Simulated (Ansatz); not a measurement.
**GeH3− (singlet): wave-function methods side by side, aug-cc-pVDZ**

How much of the correlation energy of GeH3− (singlet) does each wave-function method recover here?

Computed with Ansatz 0.2.0, Gaussian basis. Level: aug-cc-pVDZ, core rule «outside noble gas», up to 14 orbitals frozen.

The runs, in order: UHF; CCSD(T) on RHF; BCCD(T) on RHF; CISD; CCSDT(Q) on RHF; CCSDTQ on RHF; CASSCF and MRCISD+Q, 8 electrons in 7 orbitals; CASSCF and NEVPT2, 8 electrons in 7 orbitals.

4 further runs of the same task are left out: 1 for a known fault of the program, 3 set aside as unsound or not needed.

### 1 The system

The geometry is a PBE0/def2-TZVPD stationary point (not a proven minimum). No spin-orbit coupling is included. The filled d shell of Ge may be among the frozen orbitals whatever the setting's name suggests; the logs give the count.

4 atoms, charge -1, spin multiplicity 1.

Atoms are counted from 1 here; the program's logs count them from 0.

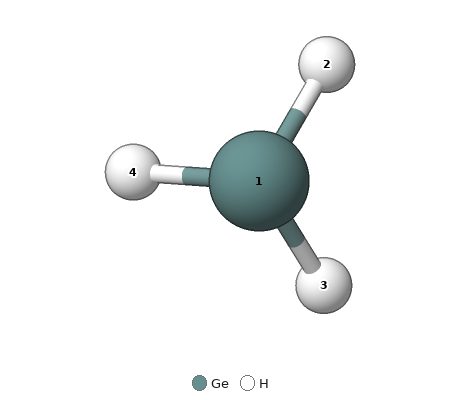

The structure; germanium teal, hydrogen white; atoms are numbered from 1 in the order of the file.

Geometry (Å):

```
Ge    0.00019    0.00001   -0.03554
H     1.34327    0.00909    0.86107
H    -0.68647    1.16253    0.85040
H    -0.67050   -1.17203    0.85012
```

### 2 UHF

Contents of in.yaml:

```yaml
crystal:
  periodic: [false, false, false]
  atoms:
    - {symbol: Ge, position_ang: [0.000190, 0.000006, -0.035544]}
    - {symbol: H, position_ang: [1.343272, 0.009089, 0.861072]}
    - {symbol: H, position_ang: [-0.686473, 1.162532, 0.850402]}
    - {symbol: H, position_ang: [-0.670496, -1.172025, 0.850119]}
basis:
  gaussian: {orbitals: aug-cc-pVDZ}
total_charge: -1
magnetization: {spin_polarized: true, initial_magnetization: 0}
hamiltonian: {xc: hf}
output: {orbitals: {seedname: orbitals}}
```

Launch:

```console
$ ansatz run in.yaml --threads 1 --pin off --events-out ev --progress --plain --max-ram 2816MiB --backend cpu
```

The runs that follow: CCSD(T) on RHF; BCCD(T) on RHF; CISD; CCSDT(Q) on RHF; CCSDTQ on RHF; CASSCF and MRCISD+Q, 8 electrons in 7 orbitals; CASSCF and NEVPT2, 8 electrons in 7 orbitals.

**Question.** What will the summary of the whole plan be? Wanted: RCCSDTQ below the RHF energy; RMP2 from RCCSDTQ; RCCSD from RCCSDTQ; RCCSD(T) from RCCSDTQ; RCCSDT(Q) from RCCSDTQ; NEVPT2 valence from RCCSDTQ; MRCISD+Q valence from RCCSDTQ; T1 diagnostic; effectively unpaired electrons.

As calculated:

```
                         quantity                                                   value
     RCCSDTQ below the RHF energy                                              -4.3680 eV
                RMP2 from RCCSDTQ                                              +954.0 meV
               RCCSD from RCCSDTQ                                              +149.5 meV
            RCCSD(T) from RCCSDTQ                                               +29.0 meV
           RCCSDT(Q) from RCCSDTQ                                                +0.7 meV
      NEVPT2 valence from RCCSDTQ                                              +949.6 meV
    MRCISD+Q valence from RCCSDTQ                                               +12.0 meV
levels within 1 kcal/mol (43 meV)  RCCSD(T), BCCD(T), RCCSDT, RCCSDT(Q), MRCISD+Q valence
                    T1 diagnostic                                                   0.015
   effectively unpaired electrons                                                    0.02
```

**Reading.** RCCSD(T) lands +29.0 meV from the yardstick (0.7 % of the correlation energy). One determinant dominates. Of the multireference levels listed MRCISD+Q valence comes nearest in total energy (+12.0 meV), which doesn't show that its space is the better one. These misses are within one basis, not against nature.
